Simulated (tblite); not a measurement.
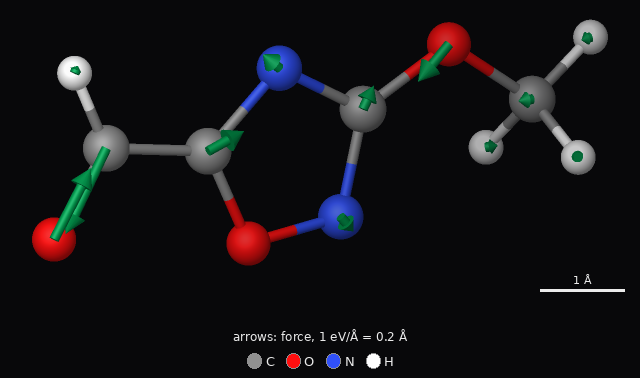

Starting geometry of C$_{4}$H$_{4}$N$_{2}$O$_{3}$ (charge +1, multiplicity 2) with the computed forces as green arrows. A ball-and-stick model, seen at a tilt.

Theory: GFN2-xTB geometry optimisation, gas phase (tblite). 

Question: What follows when this structure is relaxed?

Answer: It isn't relaxed: the largest force vector, on a C atom, is 5.72 eV/Å. The final displacements have little in common with the starting forces (cosine between the two patterns 0.16). An H atom moves most after the best rigid fit: 0.76 Å. Largest moves by element: H 0.76 Å, O 0.38 Å, N 0.30 Å, C 0.13 Å. Among the contacts that change: C–O 1.381 → 1.287 Å, C–O 1.272 → 1.181 Å, C–N 1.351 → 1.307 Å, C–O 1.433 → 1.403 Å. Bond angles that change, for instance: C–C–H 123.3° → 109.4°, C–C–O 117.2° → 126.3°, O–C–H 105.8° → 113.0°. Groups turn about C–O by about 55°. The energy falls by 19.1 kcal/mol in 81 geometry steps.
